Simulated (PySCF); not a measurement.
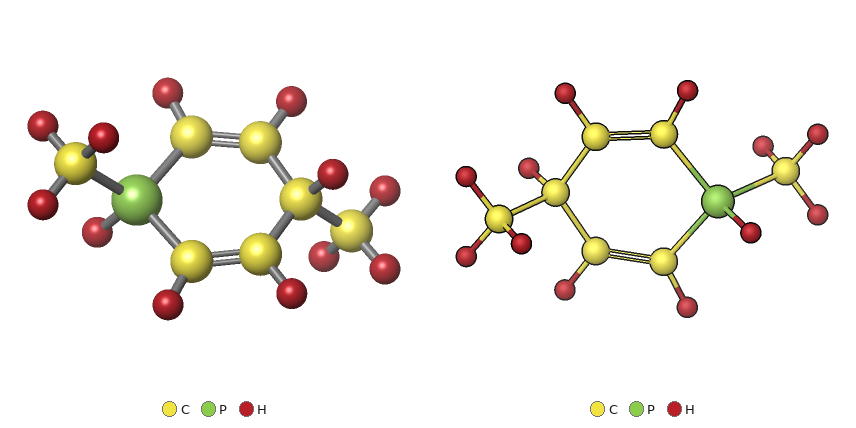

Two views of one molecule.

The species has charge +1 and is a spin singlet. Computed geometry: PBE0-D3(BJ)/def2-SVP optimisation. No frequency run is at hand to confirm it as a minimum.

Description:

Formula C₇H₁₂P⁺. As SMILES it reads `C[C@H]1C=C[P@H+](C)C=C1`. Independent rings (smallest set): 1 of 6 members. Among its groups: alkene. This geometry has Cs symmetry. Coordination: 3 C tetrahedral; 4 C trigonal planar; 1 P tetrahedral.

More results for the same structure follow; atom numbers are the same in all pictures, views and colours differ.

### Shape

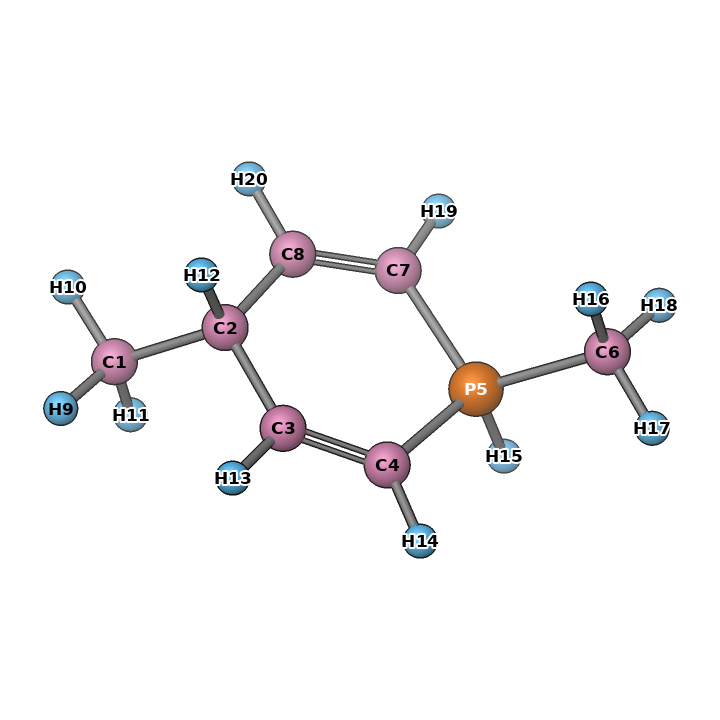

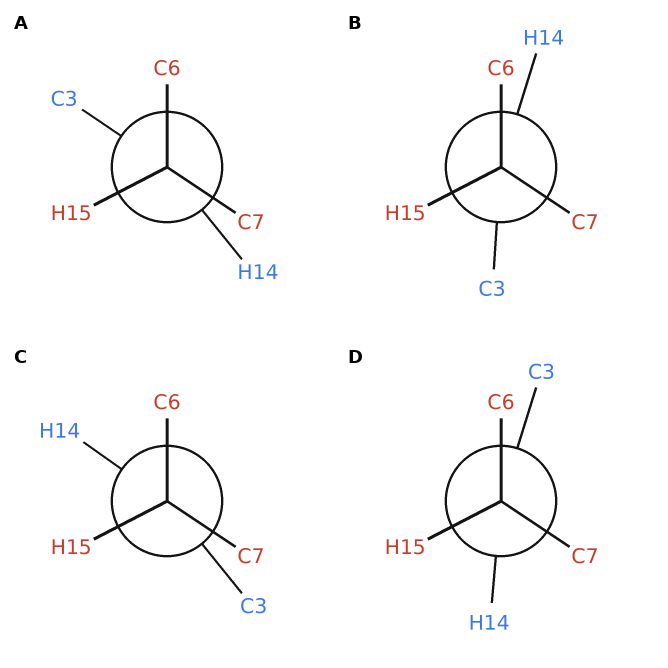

Atoms fade into the background with distance from the viewer. Bonds that would overlap in a projection are set slightly apart. No frequency run is at hand to confirm it as a minimum.

Which Newman projection shows the view along P5–C4, with P5 in front?

Answer. C. The torsion angle C6–P5–C4–C3 is 124°, anticlinal.

### Polarisability

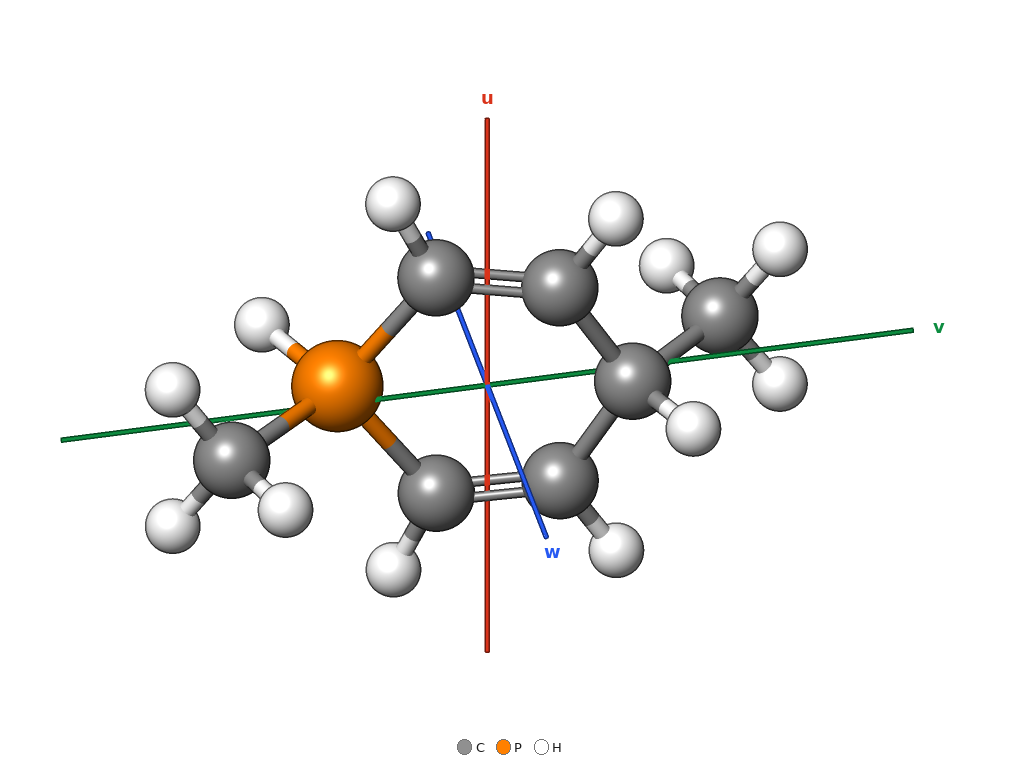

The lines u, v and w are the principal axes of the static dipole polarisability. No frequency run is at hand to confirm it as a minimum. Computed with B3LYP/def2-SVPD (PySCF 2.14.0).

Along which axis is the molecule most polarisable, and along which least?

Answer. Most along v, least along w.

Give the three principal values.

Answer. u 89.4, v 133.0, w 73.5 bohr³; mean 98.6, anisotropy 53.4 bohr³.

### NMR shielding

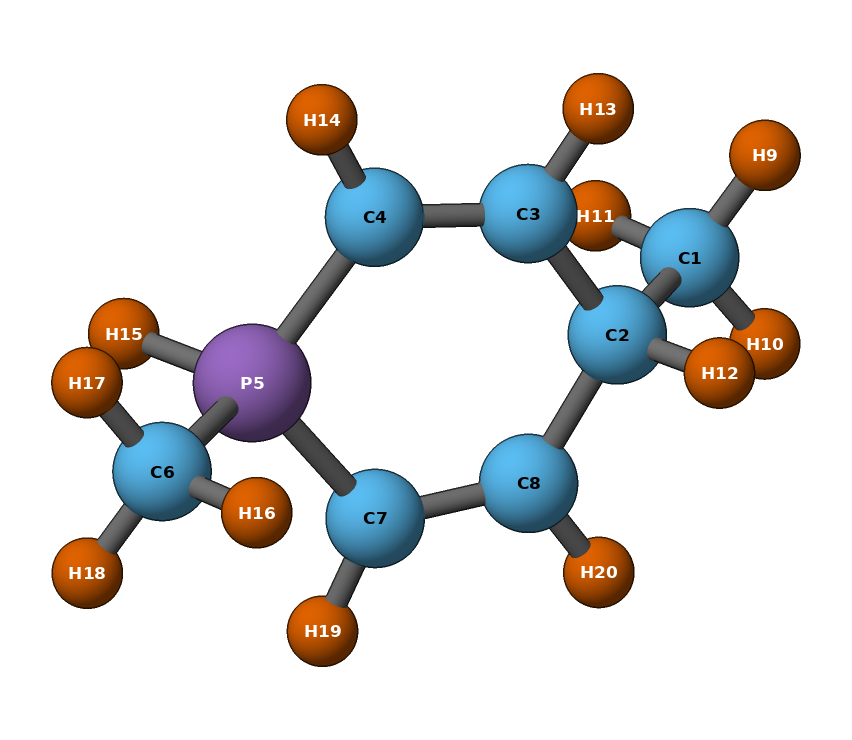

No frequency run is at hand to confirm it as a minimum. Properties computed with GIAO PBE0/pcSseg-1 NMR shielding, non-relativistic, IEF-PCM methanol (PySCF 2.14.0). Principal shieldings σ11 ≤ σ22 ≤ σ33, span Ω = σ33 − σ11, skew κ = 3(σiso − σ22)/Ω.

Give the shielding tensors of the P atoms.

```tsv
atom	σ11	σ22	σ33	σiso	Ω	κ
P5	312.7	388.7	417.9	373.1	105.2	−0.44
```

Shieldings and span in ppm.

### Excitation

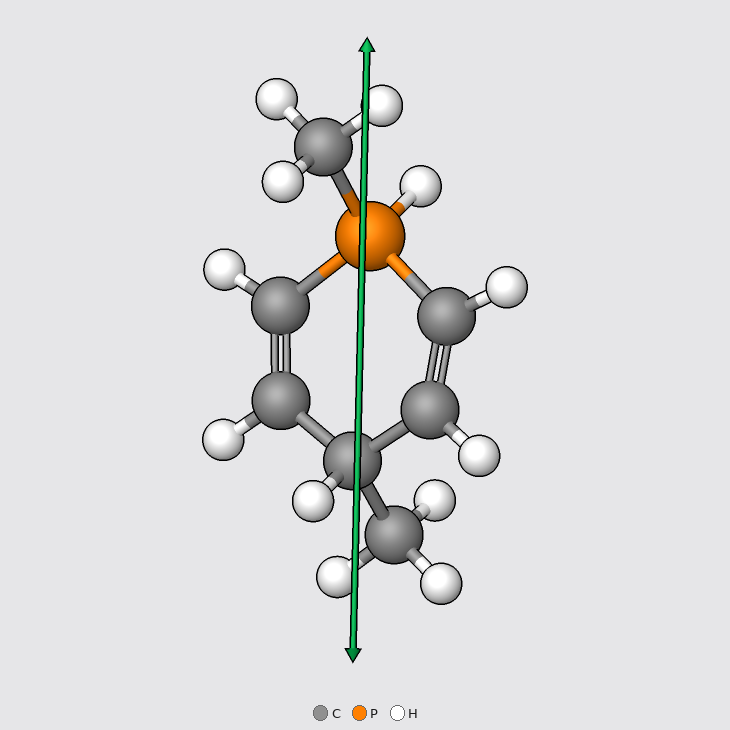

The double arrow shows the direction of the transition dipole to excited singlet state 6 (its length means nothing). No frequency run is at hand to confirm it as a minimum. Level of theory: TDDFT B3LYP/def2-SVPD, vertical, gas phase, core orbitals frozen in the response (PySCF 2.14.0).

Where does the transition lie, and how strong is it?

Answer. 7.18 eV (173 nm), oscillator strength 0.57, mainly HOMO−1 → LUMO (weight 0.51); transition dipole 4.59 D.
